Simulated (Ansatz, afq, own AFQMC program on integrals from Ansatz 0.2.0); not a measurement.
# CH4Si (singlet): AFQMC on the coupled-cluster ladder at distance Si1–C2 = 2.358 Å, 6-31G

Aim: compute CH4Si (singlet) with auxiliary-field quantum Monte Carlo on the same integrals as coupled cluster, and set the energies side by side.

Method: 6-31G, frozen cores; program: Ansatz 0.2.0, Gaussian basis, and an in-house AFQMC program (afq) on its integrals; all values are calculated.

Plan: PBE (unrestricted); r2SCAN (unrestricted); PBE0 (unrestricted); B3LYP (unrestricted); wB97M-V (unrestricted); B2PLYP (unrestricted); CCSD(T) on RHF; CCSDT(Q) on RHF; Phaseless AFQMC, CISD trial on RHF; Phaseless AFQMC, single-determinant trial on RHF; Phaseless AFQMC, CISD trial on RHF; Free-projection AFQMC, first-order trial on RHF; UHF; CCSD(T) on UHF; CCSDT(Q) on UHF; Phaseless AFQMC, CISD trial on UHF; Phaseless AFQMC, CISD trial on UHF; Free-projection AFQMC, first-order trial on UHF.

7 further runs of the same task are left out: 7 that didn't finish.

## 1. The system

The geometry derives from a PBE0/def2-TZVP stationary point (not a proven minimum). One bond is set to the value named and the two fragments are kept rigid.

6 atoms, charge 0, spin multiplicity 1.

Atoms are counted from 1 here; the program's logs count them from 0.

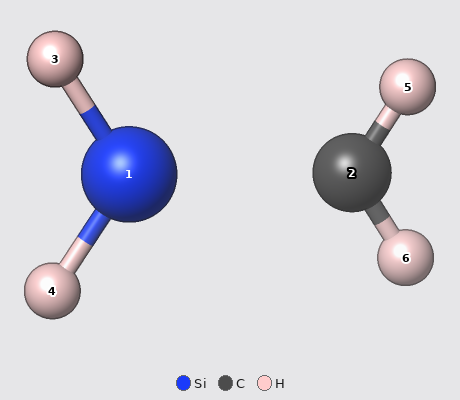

The geometry (silicon blue, carbon dark grey, hydrogen pink); atoms are numbered from 1 in the order of the file.

## 2. PBE (unrestricted)

Input file in.yaml:

```yaml
crystal:
  periodic: [false, false, false]
  atoms:
    - {symbol: Si, position_ang: [0.000000, 0.000000, 0.739430]}
    - {symbol: C, position_ang: [0.000000, 0.000000, -1.618570]}
    - {symbol: H, position_ang: [0.000000, 1.244456, 1.537169]}
    - {symbol: H, position_ang: [0.000000, -1.244456, 1.537169]}
    - {symbol: H, position_ang: [0.000000, 0.917470, -2.195488]}
    - {symbol: H, position_ang: [0.000000, -0.917470, -2.195488]}
basis:
  gaussian: {orbitals: 6-31G}
magnetization: {spin_polarized: true, initial_magnetization: 0}
hamiltonian: {xc: {name: PBE}}
output: {orbitals: {seedname: orbitals}}
```

The run is started by

```
ansatz run in.yaml --threads 1 --pin off --events-out ev --progress --plain --max-ram 1382MiB
```

Output:

```text
Functional definition: PBE
  name "PBE"
  cite "Perdew, Burke & Ernzerhof, Phys. Rev. Lett. 77, 3865 (1996) doi:10.1103/PhysRevLett.77.3865"
  parent pbe
  parameter kappa = 0.804
  parameter beta = 0.06672455060314922
  exchange = pbe_x(kappa = kappa, mu = beta*pi^2/3)
  correlation = pbe_c(beta = beta)
395 factors; integrals over basis functions are off by at most 2.7e-4 eV
mean field evaluation 1: about -8955.2006 eV, gradient 4.4e1 eV
mean field evaluation 2: about -8833.7435 eV, gradient 7.1e1 eV
mean field evaluation 4: about -8956.8183 eV, gradient 3.4e1 eV
mean field evaluation 8: about -8963.2088 eV, gradient 2.7e1 eV
mean field evaluation 16: about -8968.3963 eV, gradient 2.8e-1 eV
mean field evaluation 32: about -8968.4328 eV, gradient 2.3e-5 eV
mean field -8968.43282824 eV, -329.5838274159 hartree, gradient 2.3e-5 eV, S^2 0.475982; 3 other end points of the search recorded, 0 dependent functions left out
reference -8968.43285817 eV, -329.5838285156 hartree; 12, 12 occupied and 18, 18 virtual orbitals, 395 factors
Total energy: -8968.43285817 eV, -329.5838285156 hartree
```

Wall time 3 s (1 thread of Arm Neoverse N1, shared host).

From the report: ⟨S²⟩ of the determinant 0.476 (pure singlet: 0.00).

## 3. r2SCAN (unrestricted)

Edit in.yaml of step 2 so:

```diff
@@ -12,3 +12,2 @@
 magnetization: {spin_polarized: true, initial_magnetization: 0}
-hamiltonian: {xc: {name: PBE}}
-output: {orbitals: {seedname: orbitals}}
+hamiltonian: {xc: {name: r2SCAN}}
```

Launched as before.

Output (excerpt; [...] marks lines left out):

```text
Functional definition: r2SCAN
  name "r2SCAN"
  cite "Furness, Kaplan, Ning, Perdew & Sun, J. Phys. Chem. Lett. 11, 8208 (2020) doi:10.1021/acs.jpclett.0c02405"
  cite "Furness, Kaplan, Ning, Perdew & Sun, J. Phys. Chem. Lett. 11, 9248 (2020) doi:10.1021/acs.jpclett.0c03077"
  parent r2scan
[...]
395 factors; integrals over basis functions are off by at most 2.7e-4 eV
[...]
mean field -8972.66028358 eV, -329.7391835339 hartree, gradient 2.1e-5 eV, S^2 0.759156; 3 other end points of the search recorded, 0 dependent functions left out
reference -8972.66029411 eV, -329.7391839211 hartree; 12, 12 occupied and 18, 18 virtual orbitals, 395 factors
Total energy: -8972.66029411 eV, -329.7391839211 hartree
```

It took 8.5 s on 1 thread of Arm Neoverse N1, shared host.

From the report: ⟨S²⟩ of the determinant 0.759 (pure singlet: 0.00). The determinant is far from a pure spin state, so its energy mixes those of several spin states (harmless only where they are near-degenerate, as at dissociation).

## 4. PBE0 (unrestricted)

Edit in.yaml of step 3 so:

```diff
@@ -12,2 +12,3 @@
 magnetization: {spin_polarized: true, initial_magnetization: 0}
-hamiltonian: {xc: {name: r2SCAN}}
+hamiltonian: {xc: {name: PBE0}}
+output: {orbitals: {seedname: orbitals}}
```

Same command.

Output (excerpt; [...] marks lines left out):

```text
Functional definition: PBE0
  name "PBE0"
  cite "Adamo & Barone, J. Chem. Phys. 110, 6158 (1999) doi:10.1063/1.478522"
  cite "Perdew, Burke & Ernzerhof, Phys. Rev. Lett. 77, 3865 (1996) doi:10.1103/PhysRevLett.77.3865"
  parent pbe
[...]
395 factors; integrals over basis functions are off by at most 2.7e-4 eV
[...]
mean field -8969.20257332 eV, -329.6121150258 hartree, gradient 1.9e-5 eV, S^2 0.755338; 3 other end points of the search recorded, 0 dependent functions left out
reference -8969.20259660 eV, -329.6121158810 hartree; 12, 12 occupied and 18, 18 virtual orbitals, 395 factors
Total energy: -8969.20259660 eV, -329.6121158810 hartree
```

Wall time 4.9 s (1 thread of Arm Neoverse N1, shared host).

From the report: ⟨S²⟩ of the determinant 0.755 (pure singlet: 0.00). The determinant is far from a pure spin state, so its energy mixes those of several spin states (harmless only where they are near-degenerate, as at dissociation).

## 5. B3LYP (unrestricted)

Edit in.yaml of step 4 so:

```diff
@@ -12,3 +12,2 @@
 magnetization: {spin_polarized: true, initial_magnetization: 0}
-hamiltonian: {xc: {name: PBE0}}
-output: {orbitals: {seedname: orbitals}}
+hamiltonian: {xc: {name: B3LYP}}
```

Launched as before.

Output (excerpt; [...] marks lines left out):

```text
Functional definition: B3LYP
  name "B3LYP"
  cite "Stephens, Devlin, Chabalowski & Frisch, J. Phys. Chem. 98, 11623 (1994) doi:10.1021/j100096a001"
  cite "Becke, Phys. Rev. A 38, 3098 (1988) doi:10.1103/PhysRevA.38.3098"
  cite "Lee, Yang & Parr, Phys. Rev. B 37, 785 (1988) doi:10.1103/PhysRevB.37.785"
  cite "Vosko, Wilk & Nusair, Can. J. Phys. 58, 1200 (1980) doi:10.1139/p80-159"
[...]
395 factors; integrals over basis functions are off by at most 2.7e-4 eV
[...]
mean field -8974.68472408 eV, -329.8135803501 hartree, gradient 4.5e-5 eV, S^2 0.659572; 3 other end points of the search recorded, 0 dependent functions left out
reference -8974.68492427 eV, -329.8135877071 hartree; 12, 12 occupied and 18, 18 virtual orbitals, 395 factors
Total energy: -8974.68492427 eV, -329.8135877071 hartree
```

Wall time 5.5 s (1 thread of Arm Neoverse N1, shared host).

From the report: ⟨S²⟩ of the determinant 0.660 (pure singlet: 0.00). The determinant is far from a pure spin state, so its energy mixes those of several spin states (harmless only where they are near-degenerate, as at dissociation).

## 6. wB97M-V (unrestricted)

Edit in.yaml of step 5 so:

```diff
@@ -12,2 +12,3 @@
 magnetization: {spin_polarized: true, initial_magnetization: 0}
-hamiltonian: {xc: {name: B3LYP}}
+hamiltonian: {xc: {name: wB97M-V}}
+output: {orbitals: {seedname: orbitals}}
```

Same command.

Output (excerpt; [...] marks lines left out):

```text
Functional definition: wB97M-V
  name "wB97M-V"
  cite "Mardirossian & Head-Gordon, J. Chem. Phys. 144, 214110 (2016) doi:10.1063/1.4952647"
  cite "Becke, J. Chem. Phys. 107, 8554 (1997) doi:10.1063/1.475007"
  cite "Vydrov & Van Voorhis, J. Chem. Phys. 133, 244103 (2010) doi:10.1063/1.3521275"
  # Of w^i u^j: cxij and so on, Table III.
[...]
  gx(w, u) = 1 - cx + cx01*u + cx10*w
  gss(w, u) = css00 + css04*u^4 + css10*w + css20*w^2 + css43*w^4*u^3
  gos(w, u) = cos00 + cos10*w + (cos20 + cos21*u)*w^2 + (cos60 + cos61*u)*w^6
[...]
      + integral(e_c_pw_mod_opposite_spin*gos(b97_w_opposite, b97_u_opposite)) + vv10(b, c)
395 factors; integrals over basis functions are off by at most 2.7e-4 eV
155 factors; integrals over basis functions are off by at most 4.0e-6 eV
[...]
mean field -8972.27854664 eV, -329.7251549602 hartree, gradient 1.4e-5 eV, S^2 0.721778; 3 other end points of the search recorded, 0 dependent functions left out
reference -8972.27858094 eV, -329.7251562208 hartree; 12, 12 occupied and 18, 18 virtual orbitals, 395 factors
Total energy: -8972.27858094 eV, -329.7251562208 hartree
```

Wall time 24 s (1 thread of Arm Neoverse N1, shared host).

From the report: ⟨S²⟩ of the determinant 0.722 (pure singlet: 0.00). The determinant is far from a pure spin state, so its energy mixes those of several spin states (harmless only where they are near-degenerate, as at dissociation).

## 7. B2PLYP (unrestricted)

Edit in.yaml of step 6 so:

```diff
@@ -12,3 +12,3 @@
 magnetization: {spin_polarized: true, initial_magnetization: 0}
-hamiltonian: {xc: {name: wB97M-V}}
-output: {orbitals: {seedname: orbitals}}
+hamiltonian: {xc: {name: B2PLYP}}
+correlation: {electrons: outside_noble_gas}
```

Launched as before.

Output (excerpt; [...] marks lines left out):

```text
Functional definition: B2PLYP
  name "B2PLYP"
  cite "Grimme, J. Chem. Phys. 124, 034108 (2006) doi:10.1063/1.2148954"
  cite "Becke, Phys. Rev. A 38, 3098 (1988) doi:10.1103/PhysRevA.38.3098"
  cite "Lee, Yang & Parr, Phys. Rev. B 37, 785 (1988) doi:10.1103/PhysRevB.37.785"
[...]
395 factors; integrals over basis functions are off by at most 2.7e-4 eV
[...]
mean field -8966.92219047 eV, -329.5283125015 hartree, gradient 2.1e-6 eV, S^2 0.884997; 4 other end points of the search recorded, 0 dependent functions left out
6 core orbitals not correlated: weight in the atoms' cores, before any rotation towards them, 1.000 or more for the frozen orbitals, at most 0.000 for the correlated occupied ones
reference -8966.92231801 eV, -329.5283171888 hartree; 6, 6 occupied and 18, 18 virtual orbitals, 395 factors
second order -4.40325479 eV of doubles, -0.00000000 eV of singles
Total energy: -8968.11119681 eV, -329.5720076786 hartree
```

Wall time 4.8 s (1 thread of Arm Neoverse N1, shared host).

From the report: ⟨S²⟩ of the determinant 0.885 (pure singlet: 0.00). The determinant is far from a pure spin state, so its energy mixes those of several spin states (harmless only where they are near-degenerate, as at dissociation).

## 8. CCSD(T) on RHF

Edit in.yaml of step 7 so:

```diff
@@ -11,4 +11,3 @@
   gaussian: {orbitals: 6-31G}
-magnetization: {spin_polarized: true, initial_magnetization: 0}
-hamiltonian: {xc: {name: B2PLYP}}
-correlation: {electrons: outside_noble_gas}
+magnetization: {spin_polarized: false}
+correlation: {method: ccsd_t, electrons: outside_noble_gas, hamiltonian_folder: ham}
```

Launched as before.

Output (excerpt; [...] marks lines left out):

```text
Functional definition: HF
  name "HF"
  cite "Fock, Z. Phys. 61, 126 (1930) doi:10.1007/BF01340294"
  parent pbe
[...]
395 factors; integrals over basis functions are off by at most 2.7e-4 eV
[...]
mean field -8948.63999135 eV, -328.8564540759 hartree, gradient 6.3e-7 eV, S^2 0.000000; 0 other end points of the search recorded, 0 dependent functions left out; unrestricted orbitals would lower it
[...]
unrestricted determinant -8950.53523214 eV, -328.9261028904 hartree, S^2 1.1321
6 core orbitals not correlated: weight in the atoms' cores, before any rotation towards them, 1.000 or more for the frozen orbitals, at most 0.000 for the correlated occupied ones
reference -8948.63999135 eV, -328.8564540759 hartree; 6, 6 occupied and 18, 18 virtual orbitals, 395 factors
second order -5.31834965 eV of doubles, -0.00000000 eV of singles
cycle   1  -5.41188639 eV  change   -6.1e-1 eV  update   1.1e-1
[...]
cycle  13  -6.21800517 eV  change    2.7e-6 eV  update   1.3e-6
perturbative correction -0.31011965 eV, -0.0113966870 hartree
WARN: these amplitudes may be one of several solutions (largest doubles amplitude 0.39, level shift 1.91 eV)
Total energy: -8955.16811617 eV, -329.0963582381 hartree
```

Run time: 1.6 s. Hardware: 1 thread of Arm Neoverse N1, shared host.

From the report: correlation -6.5281 eV; T1 0.021; largest double amplitude 0.39. The report flags that the cluster equations may have other roots.

This run also writes the integrals to the folder ham.

## 9. CCSDT(Q) on RHF

Edit in.yaml of step 8 so:

```diff
@@ -12,2 +12,2 @@
 magnetization: {spin_polarized: false}
-correlation: {method: ccsd_t, electrons: outside_noble_gas, hamiltonian_folder: ham}
+correlation: {method: ccsdt_q, electrons: outside_noble_gas}
```

Same command.

Output (excerpt; [...] marks lines left out):

```text
Functional definition: HF
  name "HF"
  cite "Fock, Z. Phys. 61, 126 (1930) doi:10.1007/BF01340294"
  parent pbe
[...]
679 factors; integrals over basis functions are off by at most 2.5e-7 eV
[...]
mean field -8948.64007958 eV, -328.8564573186 hartree, gradient 6.4e-7 eV, S^2 0.000000; 0 other end points of the search recorded, 0 dependent functions left out; unrestricted orbitals would lower it
[...]
unrestricted determinant -8950.53531501 eV, -328.9261059361 hartree, S^2 1.1321
6 core orbitals not correlated: weight in the atoms' cores, before any rotation towards them, 1.000 or more for the frozen orbitals, at most 0.000 for the correlated occupied ones
reference -8948.64007958 eV, -328.8564573186 hartree; 6, 6 occupied and 18, 18 virtual orbitals, 679 factors
second order -5.31843174 eV of doubles, -0.00000000 eV of singles
cycle   1  -5.41190844 eV  change   -6.1e-1 eV  update   1.2e-1
[...]
cycle  19  -6.51656433 eV  change    3.7e-7 eV  update   1.3e-7
perturbative correction -0.04097546 eV, -0.0015058204 hartree
WARN: these amplitudes may be one of several solutions (largest doubles amplitude 0.43, level shift 1.91 eV)
Total energy: -8955.19761937 eV, -329.0974424610 hartree
```

It took 6.5 s on 1 thread of Arm Neoverse N1, shared host.

From the report: correlation -6.5575 eV; T1 0.020; largest double amplitude 0.43. The report flags that the cluster equations may have other roots.

## 10. Phaseless AFQMC, CISD trial on RHF

It reads the integrals that the CCSD(T) run on this determinant wrote.

The run is started by

```
afq ham --method phaseless --trial cisd --walkers 70 --populations 1 --least-time 40 --time-step 0.005 --steps-per-block 50 --equilibration-blocks 40 --max-blocks 300 --target-error 0.00084 --factor-cut 1e-05 --seed 9931 --release-times 0.24,0.51,0.99,1.62,2.4 --release-step 0.03 --release-every 4 --taylor-order 6
```

Output:

```text
orbitals 24  electrons 6 6  factors 161 of 395
reference energy -328.85645408 Eh
CCSD correlation -0.22850756 Eh in 13 cycles, weight of the determinant in the CISD state 0.7625
energy of the start -329.084962 Eh
 block  time / (1/Eh)  mean weight  energy / Eh
     1     0.250  0.9992  -329.080034
     2     0.500  1.0007  -329.080161
     3     0.750  1.0000  -329.085269
     4     1.000  0.9996  -329.084796
     5     1.250  1.0008  -329.087934
     6     1.500  0.9988  -329.085712
     7     1.750  1.0003  -329.087082
     8     2.000  0.9988  -329.085925
     9     2.250  0.9984  -329.085311
    10     2.500  1.0000  -329.082720
    17     4.250  1.0004  -329.097624
    25     6.250  1.0000  -329.085123
    33     8.250  0.9997  -329.088540
    41    10.250  1.0006  -329.121949
    49    12.250  1.0005  -329.095195
    57    14.250  1.0007  -329.088389
    65    16.250  1.0012  -329.086883
    73    18.250  0.9991  -329.100541
    81    20.250  0.9991  -329.082968
    89    22.250  0.9984  -329.088873
    97    24.250  0.9994  -329.090372
   105    26.250  1.0014  -329.099647
   113    28.250  1.0000  -329.083703
   121    30.250  1.0024  -329.087368
   129    32.250  1.0001  -329.106963
   137    34.250  1.0003  -329.090309
   145    36.250  1.0002  -329.087554
   153    38.250  1.0000  -329.092666
   161    40.250  1.0001  -329.087089
   169    42.250  0.9995  -329.095809
   177    44.250  1.0003  -329.106116
   185    46.250  1.0006  -329.090380
   193    48.250  1.0003  -329.114577
   201    50.250  0.9989  -329.091673
   209    52.250  1.0004  -329.108529
   217    54.250  0.9989  -329.110431
   225    56.250  1.0003  -329.083174
   233    58.250  0.9998  -329.082572
   241    60.250  1.0013  -329.096503
   249    62.250  0.9999  -329.088595
   257    64.250  1.0010  -329.094489
   265    66.250  1.0004  -329.087780
   273    68.250  0.9990  -329.095023
   281    70.250  0.9983  -329.092028
   289    72.250  1.0000  -329.094089
   297    74.250  1.0003  -329.117223
   305    76.250  1.0003  -329.101499
   313    78.250  0.9982  -329.090959
   321    80.250  1.0000  -329.094636
   329    82.250  1.0011  -329.095029
   337    84.250  0.9995  -329.092768
blocks merged  error / Eh  count
     1  0.000574  300
     2  0.000738  150
     4  0.000942  75
     8  0.000965  37
    16  0.001081  18
    32  0.000971  9
released: time / (1/Eh)  energy / Eh  error  mean overlap
  0.24  -329.095261  0.001022  0.9971
  0.51  -329.096181  0.000832  0.9899
  0.99  -329.095602  0.000749  0.9964
  1.62  -329.095544  0.000882  1.0160
  2.40  -329.097005  0.001009  1.0130
energy -329.094880 +/- 0.001081 Eh
```

Run time: 3.4 min. Hardware: 1 thread of Arm Neoverse N1, shared host.

Energy -8955.1279 ± 0.0294 eV. Caveats: constraint bias not in the error; other roots.

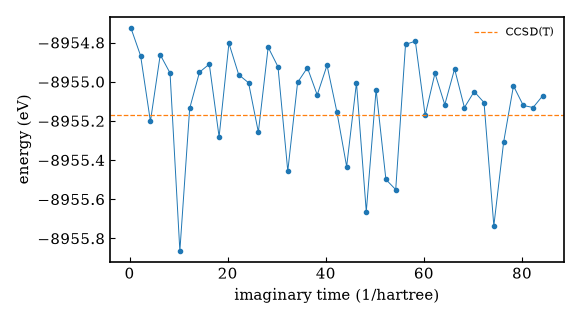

Block energies along the walk.

## 11. Phaseless AFQMC, single-determinant trial on RHF

It reads the integrals that the CCSD(T) run on this determinant wrote.

The run is started by

```
afq ham --method phaseless --trial hf --walkers 140 --populations 1 --least-time 40 --time-step 0.005 --steps-per-block 20 --equilibration-blocks 160 --max-blocks 600 --target-error 0.00252 --factor-cut 1e-05 --seed 8177 --taylor-order 6
```

Output:

```text
orbitals 24  electrons 6 6  factors 161 of 395
reference energy -328.85645408 Eh
CCSD correlation -0.22850756 Eh in 13 cycles, weight of the determinant in the CISD state 0.7625
energy of the start -328.856454 Eh
 block  time / (1/Eh)  mean weight  energy / Eh
     1     0.100  1.0008  -328.887659
     2     0.200  1.0015  -328.914122
     3     0.300  1.0026  -328.946229
     4     0.400  1.0014  -328.960561
     5     0.500  1.0010  -328.972053
     6     0.600  1.0017  -328.992231
     7     0.700  1.0015  -328.995311
     8     0.800  0.9994  -329.007685
     9     0.900  0.9999  -329.018164
    10     1.000  1.0021  -329.029624
    20     2.000  0.9997  -329.065917
    39     3.900  1.0015  -329.105329
    58     5.800  0.9998  -329.041104
    77     7.700  1.0012  -329.081701
    96     9.600  0.9985  -329.098607
   115    11.500  0.9996  -329.081881
   134    13.400  0.9998  -329.080359
   153    15.300  0.9973  -329.088466
   172    17.200  1.0006  -329.093665
   191    19.100  1.0001  -329.049872
   210    21.000  0.9993  -329.077377
   229    22.900  0.9993  -329.075120
   248    24.800  0.9999  -329.094549
   267    26.700  1.0010  -329.060746
   286    28.600  0.9997  -329.047287
   305    30.500  1.0009  -329.094567
   324    32.400  1.0016  -329.018940
   343    34.300  1.0001  -329.077724
   362    36.200  1.0030  -329.170210
   381    38.100  0.9993  -329.080494
   400    40.000  1.0000  -329.101050
   419    41.900  0.9923  -329.092237
   438    43.800  0.9994  -329.071021
   457    45.700  1.0005  -329.087216
   476    47.600  1.0002  -329.069298
   495    49.500  0.9998  -329.076881
   514    51.400  1.0003  -329.119046
   533    53.300  0.9988  -329.080511
   552    55.200  1.0003  -329.072592
   571    57.100  1.0007  -329.099004
   590    59.000  0.9991  -329.070944
   609    60.900  1.0000  -329.028006
   628    62.800  1.0002  -329.075599
   647    64.700  1.0010  -329.047728
   666    66.600  0.9993  -329.043937
   685    68.500  0.9978  -329.036573
   704    70.400  1.0000  -329.076329
   723    72.300  1.0002  -329.095219
   742    74.200  0.9993  -329.048732
blocks merged  error / Eh  count
     1  0.001324  600
     2  0.001779  300
     4  0.002266  150
     8  0.002918  75
    16  0.003103  37
    32  0.003480  18
    64  0.003790  9
energy -329.079612 +/- 0.003480 Eh
```

Wall time 3 min (1 thread of Arm Neoverse N1, shared host).

Energy -8954.7124 ± 0.0947 eV. Caveats: constraint bias not in the error; other roots.

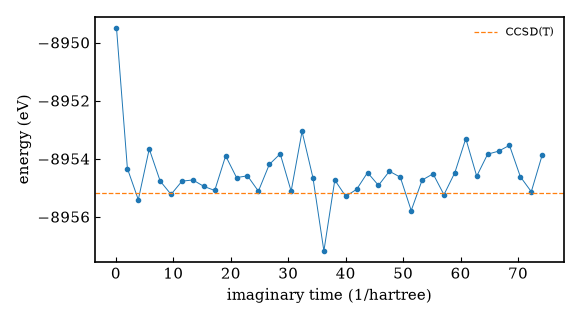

Block energies along the walk.

[end of part 1 of 2]
